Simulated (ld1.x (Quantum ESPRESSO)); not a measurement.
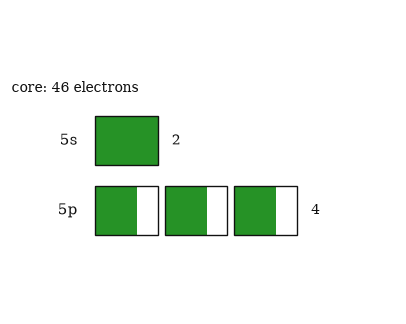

Fig. 1: The valence shells of the reference configuration: a box for each of the 2l + 1 orbitals, shaded by the share of the shell that is filled, with the electron count at the right. The shells are those of the unaltered input.

**Pseudopotential generation, with input and output: Xe**

System: xenon (Xe, Z = 54), core [Kr] 4d10, reference valence 5s2 5p4 (an ion of charge +2), valence charge 8. (This line and the method describe the unaltered input from which the odd one was made.)
Method: TM potential, LDA (PZ), scalar-relativistic, made with ld1.x (Quantum ESPRESSO) 7.5.

**Input**
```
 &input
   title='Xe', zed=54., rel=1, dft='PZ', iswitch=3, lsd=1,
   config='[Kr] 4d10 5s2 5p4 5d-2',
   nld=3, rlderiv=2.05, eminld=-5.0, emaxld=5.0, deld=0.02
 /
 &inputp
   pseudotype=2, tm=.true., lloc=1,
   nlcc=.true., new_core_ps=.true.,
   file_pseudopw='Xe.UPF', file_wfcaegen='ae.wfc', file_wfcncgen='nc.wfc', file_beta='beta', file_chi='chi'
 /
3
5S  1  0   2.00   0.00  1.45  1.45  0.0
5D  3  2  -2.00  -0.05  1.80  1.80  0.0
5P  2  1   4.00   0.00  1.90  1.90  0.0
 &test
   configts(1)='5s2 5p4'
 /
```

Hardware: 1 CPU thread, shared host.

Run as:
```bash
ld1.x < Xe.in > Xe.out
```

**The program's output**
```
     Program LD1 v.7.5
     --------------------------- All-electron run ----------------------------

     Xe
     scalar relativistic calculation

     atomic number is 54.00
     dft =PZ   lsd =0 sic =0 latt =0  beta=0.20 tr2=1.0E-14
     Exchange-correlation= PZ
                           (   1   1   0   0   0   0   0)
     mesh =1249 r(mesh) = 100.58629 a.u. xmin = -7.00 dx = 0.01250
     1 Ry =  13.60569312 eV, c = 137.03599908

     n l     nl                  e(Ry)          e(Ha)          e(eV)
     1 0     1S 1( 2.00)     -2525.2384     -1262.6192    -34357.6184
     2 0     2S 1( 2.00)      -394.4218      -197.2109     -5366.3814
     2 1     2P 1( 6.00)      -354.2672      -177.1336     -4820.0514
     3 0     3S 1( 2.00)       -81.9001       -40.9501     -1114.3080
     3 1     3P 1( 6.00)       -68.9302       -34.4651      -937.8429
     4 0     4S 1( 2.00)       -16.0498        -8.0249      -218.3692
     4 1     4P 1( 6.00)       -11.9347        -5.9673      -162.3795
     3 2     3D 1(10.00)       -49.6428       -24.8214      -675.4253
     4 2     4D 1(10.00)        -5.9329        -2.9665       -80.7215
     5 0     5S 1( 2.00)        -2.9098        -1.4549       -39.5900
     5 1     5P 1( 4.00)        -1.9732        -0.9866       -26.8461

     final scf error:  6.3E-15 reached in  23 iterations

     Etot =  -14880.178708 Ry,   -7440.089354 Ha, -202455.145119 eV

     Ekin =   15644.810095 Ry,    7822.405047 Ha,  212858.485119 eV
     Encl =  -35947.353254 Ry,  -17973.676627 Ha, -489088.656955 eV
     Eh   =    5782.172551 Ry,    2891.086276 Ha,   78670.465317 eV
     Exc  =    -359.808101 Ry,    -179.904050 Ha,   -4895.438600 eV

     normalization and overlap integrals

     s(1S/1S) =  1.000000  <r> =   0.0267  <r2> =    0.0010  r(max) =   0.0172
     s(2S/2S) =  1.000000  <r> =   0.1147  <r2> =    0.0155  r(max) =   0.0976
     s(2P/2P) =  1.000000  <r> =   0.1003  <r2> =    0.0123  r(max) =   0.0780
     s(3S/3S) =  1.000000  <r> =   0.3069  <r2> =    0.1076  r(max) =   0.2790
     s(3P/3P) =  1.000000  <r> =   0.3047  <r2> =    0.1077  r(max) =   0.2721
     s(4S/4S) =  1.000000  <r> =   0.7167  <r2> =    0.5803  r(max) =   0.6610
     s(4P/4P) =  1.000000  <r> =   0.7648  <r2> =    0.6664  r(max) =   0.6949
     s(3D/3D) =  1.000000  <r> =   0.2811  <r2> =    0.0934  r(max) =   0.2256
     s(4D/4D) =  1.000000  <r> =   0.8753  <r2> =    0.8941  r(max) =   0.7490
     s(5S/5S) =  1.000000  <r> =   1.7808  <r2> =    3.5642  r(max) =   1.5857
     s(5P/5P) =  1.000000  <r> =   2.0863  <r2> =    4.9189  r(max) =   1.8194

     ------------------------ End of All-electron run ------------------------

     --------------------- Generating NC pseudopotential ---------------------

      Generating local pot.: lloc=1, matching radius rcloc =   1.9000

      Computing core charge for nlcc:

       r > 1.33 : true rho core
      Core charge pseudized with two Bessel functions
      Integrated core pseudo-charge :  18.15

      Wfc   5S  rcut= 1.435  Using Troullier-Martins method

      Wfc   5D  rcut= 1.797  Using Troullier-Martins method

     ------------------- End of pseudopotential generation -------------------

     --------------------------- All-electron run ----------------------------

     Xe
     scalar relativistic calculation

     atomic number is 54.00
     dft =PZ   lsd =0 sic =0 latt =0  beta=0.20 tr2=1.0E-14
     Exchange-correlation= PZ
                           (   1   1   0   0   0   0   0)
     mesh =1249 r(mesh) = 100.58629 a.u. xmin = -7.00 dx = 0.01250
     1 Ry =  13.60569312 eV, c = 137.03599908

     n l     nl                  e(Ry)          e(Ha)          e(eV)
     1 0     1S 1( 2.00)     -2525.2384     -1262.6192    -34357.6184
     2 0     2S 1( 2.00)      -394.4218      -197.2109     -5366.3814
     2 1     2P 1( 6.00)      -354.2672      -177.1336     -4820.0514
     3 0     3S 1( 2.00)       -81.9001       -40.9501     -1114.3080
     3 1     3P 1( 6.00)       -68.9302       -34.4651      -937.8429
     4 0     4S 1( 2.00)       -16.0498        -8.0249      -218.3692
     4 1     4P 1( 6.00)       -11.9347        -5.9673      -162.3795
     3 2     3D 1(10.00)       -49.6428       -24.8214      -675.4253
     4 2     4D 1(10.00)        -5.9329        -2.9665       -80.7215
     5 0     5S 1( 2.00)        -2.9098        -1.4549       -39.5900
     5 1     5P 1( 4.00)        -1.9732        -0.9866       -26.8461

     final scf error:  6.3E-15 reached in  23 iterations

     Etot =  -14880.178708 Ry,   -7440.089354 Ha, -202455.145119 eV

     Ekin =   15644.810095 Ry,    7822.405047 Ha,  212858.485119 eV
     Encl =  -35947.353254 Ry,  -17973.676627 Ha, -489088.656955 eV
     Eh   =    5782.172551 Ry,    2891.086276 Ha,   78670.465317 eV
     Exc  =    -359.808101 Ry,    -179.904050 Ha,   -4895.438600 eV

     normalization and overlap integrals

     s(1S/1S) =  1.000000  <r> =   0.0267  <r2> =    0.0010  r(max) =   0.0172
     s(2S/2S) =  1.000000  <r> =   0.1147  <r2> =    0.0155  r(max) =   0.0976
     s(2P/2P) =  1.000000  <r> =   0.1003  <r2> =    0.0123  r(max) =   0.0780
     s(3S/3S) =  1.000000  <r> =   0.3069  <r2> =    0.1076  r(max) =   0.2790
     s(3P/3P) =  1.000000  <r> =   0.3047  <r2> =    0.1077  r(max) =   0.2721
     s(4S/4S) =  1.000000  <r> =   0.7167  <r2> =    0.5803  r(max) =   0.6610
     s(4P/4P) =  1.000000  <r> =   0.7648  <r2> =    0.6664  r(max) =   0.6949
     s(3D/3D) =  1.000000  <r> =   0.2811  <r2> =    0.0934  r(max) =   0.2256
     s(4D/4D) =  1.000000  <r> =   0.8753  <r2> =    0.8941  r(max) =   0.7490
     s(5S/5S) =  1.000000  <r> =   1.7808  <r2> =    3.5642  r(max) =   1.5857
     s(5P/5P) =  1.000000  <r> =   2.0863  <r2> =    4.9189  r(max) =   1.8194

     ------------------------ End of All-electron run ------------------------

     Computing logarithmic derivative in   2.04886
     Computing logarithmic derivative in   2.04886
     Computing the partial wave expansion
     R is outside the sphere for l=    0 j= 0.00
       no projector for channel:   1
     R is outside the sphere for l=    2 j= 0.00

     ---------------------- Testing the pseudopotential ----------------------

     Xe
     scalar relativistic calculation

     atomic number is 54.00   valence charge is  8.00
     dft =PZ   lsd =0 sic =0 latt =0  beta=0.20 tr2=1.0E-14
     mesh =1249 r(mesh) = 100.58629 xmin = -7.00 dx = 0.01250

     n l     nl             e AE (Ry)        e PS (Ry)    De AE-PS (Ry)
     1 0     5S   1( 2.00)       -2.90981       -2.90982        0.00001
     2 1     5P   1( 4.00)       -1.97316       -1.97316        0.00001

     eps = 3.9E-16  iter =  6

     Etot =  -14880.178708 Ry,   -7440.089354 Ha, -202455.145119 eV
     Etotps =   -68.972059 Ry,     -34.486030 Ha,    -938.412673 eV

     Ekin =       7.107623 Ry,       3.553812 Ha,      96.704140 eV
     Encl =     -46.371172 Ry,     -23.185586 Ha,    -630.911938 eV
     Ehrt =      16.235900 Ry,       8.117950 Ha,     220.900676 eV
     Ecxc =     -45.535591 Ry,     -22.767796 Ha,    -619.543281 eV
     (Ecc =     -39.871459 Ry,     -19.935730 Ha,    -542.478839 eV)
     Epseu=      -0.408819 Ry,      -0.204410 Ha,      -5.562269 eV

     ---------------------- End of pseudopotential test ----------------------
```

**What the run reported**

- outcome: generated
- wall time: 0.77 s

**What is odd here**

This input holds a deliberate oddity: spin polarisation asked for in a generation. The program ran to the end. The all-electron atom is untouched: its total energy equals that from the unaltered input (−14880.1787 Ry). The pseudo-atom's energy and levels in the reference configuration are also those from the unaltered input, so the oddity leaves no trace there. The pseudo-atom meets the occupied all-electron levels that the test lists within 0.00001 Ry. No test for ghost states or cutoffs was run on this potential, so its soundness isn't shown.
